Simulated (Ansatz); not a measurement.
**AlBH₅NO: inputs that go wrong**

3 inputs were typed for AlBH₅NO. Each is run as it stands; the log then has to tell whether the result can be used.

Computed with Ansatz 0.2.0, Gaussian basis. Level: the settings change from run to run.

### 1 The molecule

An earlier PBE0-D4 in a triple-zeta def2 set relaxation fixed the geometry.

SMILES `B[O][AlH][NH2]`, 9 atoms, charge 0, spin multiplicity 1.

Atoms are counted from 1 here; the program's logs count them from 0.

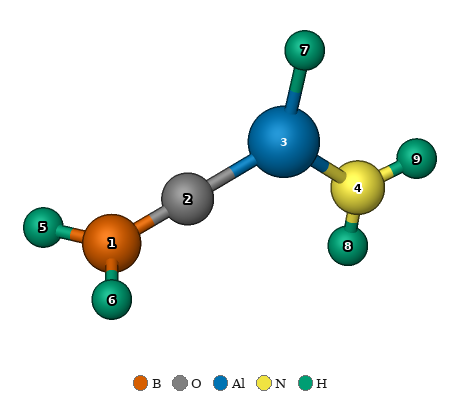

The structure; boron orange, oxygen grey, aluminium blue, nitrogen yellow, hydrogen teal; atoms are numbered from 1 in the order of the file.

### 2 Input 1

Input file in.yaml:

```yaml
crystal:
  periodic: [false, false, false]
  atoms:
    - {symbol: B, position_ang: [-1.965254, 0.694372, 0.564683]}
    - {symbol: O, position_ang: [-0.698374, 0.292745, 0.495386]}
    - {symbol: Al, position_ang: [0.906805, -0.220068, 0.427122]}
    - {symbol: N, position_ang: [-2.177901, 1.865724, 0.451985]}
    - {symbol: H, position_ang: [-2.227901, 1.865724, 0.451985]}
    - {symbol: H, position_ang: [-2.840762, -0.116433, 0.737597]}
    - {symbol: H, position_ang: [1.757401, -0.290211, 1.745436]}
    - {symbol: H, position_ang: [1.071665, -0.635209, -2.015170]}
    - {symbol: H, position_ang: [2.515081, -0.976803, -1.283490]}
basis:
  gaussian: {orbitals: def2-TZVPP}
magnetization: {spin_polarized: true, initial_magnetization: 0}
hamiltonian: {xc: {name: r2SCAN50}, dispersion: d3bjatm}
output: {forces: true}
```

Command:

```bash
$ ansatz run in.yaml --threads 2 --pin off --events-out ev --progress --plain --max-ram 4352MiB
```

The log of the run:

```text
Functional definition: r2SCAN50
  name "r2SCAN50"
  cite "Bursch, Neugebauer, Ehlert & Grimme, J. Chem. Phys. 156, 134105 (2022) doi:10.1063/5.0086040"
  cite "Furness, Kaplan, Ning, Perdew & Sun, J. Phys. Chem. Lett. 11, 8208 (2020) doi:10.1021/acs.jpclett.0c02405"
  cite "Furness, Kaplan, Ning, Perdew & Sun, J. Phys. Chem. Lett. 11, 9248 (2020) doi:10.1021/acs.jpclett.0c03077"
  parent r2scan
  parameter a = 0.5
  parameter k0 = 0.174
  parameter k1 = 0.065
  parameter a1 = 4.9479
  exchange = (1 - a)*r2scan_x(k0 = k0, k1 = k1, a1 = a1) + a*exact_x
  correlation = r2scan_c
1155 factors; their error is unknown
mean field evaluation 1: about -9300.0195 eV, gradient 1.1e2 eV
mean field evaluation 2: about -9002.1431 eV, gradient 1.5e2 eV
mean field evaluation 4: about -9322.0569 eV, gradient 5.7e1 eV
mean field evaluation 8: about -9336.0086 eV, gradient 8.8e0 eV
mean field evaluation 16: about -9336.3468 eV, gradient 3.1e-2 eV
mean field evaluation 32: about -9337.5327 eV, gradient 2.8e0 eV
mean field evaluation 64: about -9337.0801 eV, gradient 6.5e0 eV
mean field -9337.70958955 eV, -343.1544980892 hartree, gradient 2.2e-5 eV, S^2 1.139098; 6 other end points of the search recorded, 0 dependent functions left out
the calculation of the forces begins
reference -9337.70960018 eV, -343.1544984799 hartree; 19, 19 occupied and 186, 186 virtual orbitals, 1155 factors
Total energy: -9337.77018840 eV, -343.1567250558 hartree
Atom 0 at    -1.965254     0.694372     0.564683 Å, force     2.021923    -8.478087     0.718036 eV/Å
Atom 1 at    -0.698374     0.292745     0.495386 Å, force     2.387902    -1.266781    -0.071167 eV/Å
Atom 2 at     0.906805    -0.220068     0.427122 Å, force    -0.116934    -0.327332    -2.052831 eV/Å
Atom 3 at    -2.177901     1.865724     0.451985 Å, force 38405.028320     8.658088     0.898020 eV/Å
Atom 4 at    -2.227901     1.865724     0.451985 Å, force -38407.955309     0.287941    -1.636372 eV/Å
Atom 5 at    -2.840762    -0.116433     0.737597 Å, force    -0.199523     0.475426     0.002397 eV/Å
Atom 6 at     1.757401    -0.290211     1.745436 Å, force    -0.121782    -0.029380    -0.307702 eV/Å
Atom 7 at     1.071665    -0.635209    -2.015170 Å, force    -0.658264     0.372717     1.154166 eV/Å
Atom 8 at     2.515081    -0.976803    -1.283490 Å, force    -0.386334     0.307409     1.295454 eV/Å
Dipole moment:    -0.063156    -0.104066     0.444973 e Å
```

Wall time 63 s (2 threads of Arm Neoverse V1, shared host); peak memory 0.77 GiB.

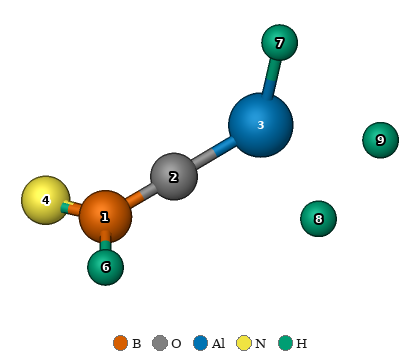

The geometry of this input.

What is wrong: It ended without an error, which proves nothing about the input. One atom was put on top of another. The shortest distance is 0.05 Å (N4–H5), against 1.01 Å in the relaxed molecule. Its energy is no property of the relaxed molecule. To mend it, restore the atom's position.

### 3 Input 2

Input file in.yaml:

```yaml
crystal:
  periodic: [false, false, false]
  atoms:
    - {symbol: B, position_ang: [-1.889932, 0.727122, 0.528661]}
    - {symbol: O, position_ang: [-0.633120, 0.196532, 0.435122]}
    - {symbol: Al, position_ang: [0.859508, -0.304639, 0.694044]}
    - {symbol: N, position_ang: [1.576042, -0.820763, -1.047671]}
    - {symbol: H, position_ang: [-2.300589, 2.032449, 0.533789]}
    - {symbol: H, position_ang: [-2.842747, -0.157201, 0.715973]}
    - {symbol: H, position_ang: [1.799690, -0.301291, 1.657075]}
    - {symbol: H, position_ang: [1.026638, -0.411808, -2.024867]}
    - {symbol: H, position_ang: [2.559246, -0.987491, -1.137650]}
basis:
  gaussian: {orbitals: 6-31G}
hamiltonian: {xc: {name: HF}}
accuracy: high
relax: {f_tol: 0.001, max_steps: 2}
```

Launched as before.

The log of the run:

```text
Functional definition: HF
  name "HF"
  cite "Fock, Z. Phys. 61, 126 (1930) doi:10.1007/BF01340294"
  parent pbe
  exchange = exact_x
  correlation = 0
1300 factors; integrals over basis functions are off by at most 2.1e-9 eV
mean field evaluation 1: about -10846.2526 eV, gradient 4.5e1 eV
mean field evaluation 2: about -10846.3956 eV, gradient 4.6e1 eV
mean field evaluation 4: about -10850.8905 eV, gradient 2.6e0 eV
mean field evaluation 8: about -10850.9389 eV, gradient 2.1e-1 eV
mean field evaluation 16: about -10850.9391 eV, gradient 1.7e-8 eV
mean field -10850.93905069 eV, -398.7646550820 hartree, gradient 1.7e-8 eV, S^2 0.000000; 0 other end points of the search recorded, 0 dependent functions left out
the calculation of the forces begins
reference -10850.93905069 eV, -398.7646550820 hartree; 19, 19 occupied and 31, 31 virtual orbitals, 1300 factors
relax step   1: F+E_penalty+E_count = -10850.93905069 eV  Δ(F+E_penalty+E_count) = +0.000e0 eV  max|allowed force component| = 7.179e0 eV/Å  Δτ_max = 0.0000 Å  (50 SCF iters, accepted)
these checks for a lower state are left out or cut short: starts, cluster_reference, orbital_swaps, neighbouring_geometries, increment
1304 factors; integrals over basis functions are off by at most 2.5e-9 eV
mean field -10853.16695990 eV, -398.8465292357 hartree, gradient 3.3e-8 eV, S^2 0.000000; 0 other end points of the search recorded, 0 dependent functions left out
the calculation of the forces begins
reference -10853.16695990 eV, -398.8465292357 hartree; 19, 19 occupied and 31, 31 virtual orbitals, 1304 factors
relax step   2: F+E_penalty+E_count = -10853.16695990 eV  Δ(F+E_penalty+E_count) = -2.228e0 eV  max|allowed force component| = 2.914e0 eV/Å  Δτ_max = 0.1944 Å  (49 SCF iters, accepted)
Error: geometry relaxation did not converge after 2 steps: max|allowed force component| = 2.91e0 eV/Å (threshold 1.0e-3). Raise `relax.max_steps` over both its present limit and 2, loosen `relax.f_tol`, or start from a geometry closer to equilibrium. Where this run's directory can be resumed (`checkpoint.write`), a resume goes on for up to `relax.max_steps` more
```

It took 2.9 s on 2 threads of Arm Neoverse V1, shared host.

**Diagnosis.** It stopped unconverged. The relaxation is allowed too few steps for its threshold. The start was also shaken off the relaxed geometry, so there is far to go. Fix: raise relax.max_steps.

### 4 Input 3

Input file in.yaml:

```yaml
crystal:
  periodic: [false, false, false]
  atoms:
    - {symbol: B, position_ang: [-1.965254, 0.694372, 0.564683]}
    - {symbol: O, position_ang: [-0.698374, 0.292745, 0.495386]}
    - {symbol: Al, position_ang: [0.906805, -0.220068, 0.427122]}
    - {symbol: N, position_ang: [1.570040, -0.660516, -1.140749]}
    - {symbol: H, position_ang: [-2.227901, 1.865724, 0.451985]}
    - {symbol: H, position_ang: [-2.840762, -0.116433, 0.737597]}
    - {symbol: H, position_ang: [1.757401, -0.290211, 1.745436]}
    - {symbol: H, position_ang: [1.071665, -0.635209, -2.015170]}
    - {symbol: H, position_ang: [2.515081, -0.976803, -1.283490]}
basis:
  gaussian: {orbitals: pcseg-2}
magnetization: {spin_polarized: true, initial_magnetization: 1}
hamiltonian: {xc: {name: PBE-QIDH}}
scf: {lower_state_search: full}
```

Launched as before.

The log of the run:

```text
Error: a molecule whose nuclei and cores have a total charge of 38 cannot have a net charge of 0 together with 1 unpaired electrons
```

Wall time 0.05 s (2 threads of Arm Neoverse V1, shared host).

**Diagnosis.** The program refused the input. The number of unpaired electrons doesn't fit the electron count. Fix: make charge and initial_magnetization agree: an even electron count takes an even number of unpaired electrons.

### 5 How the tries ended

| input | level | ended | cause | time |
| --- | --- | --- | --- | --- |
| 1 | r2SCAN50/def2-TZVPP | converged | one atom was put on top of another | 63 s |
| 2 | HF/6-31G | not converged | the relaxation is allowed too few steps for its threshold | 2.9 s |
| 3 | PBE-QIDH/pcseg-2 | refused | the number of unpaired electrons doesn't fit the electron count | 0.05 s |

In words: 1 converged, 1 not converged, 1 refused. A refusal costs next to no computing time. The dangerous case is the input that converges on a wrong geometry, charge, spin, basis or grid: often only a look at the input shows it.
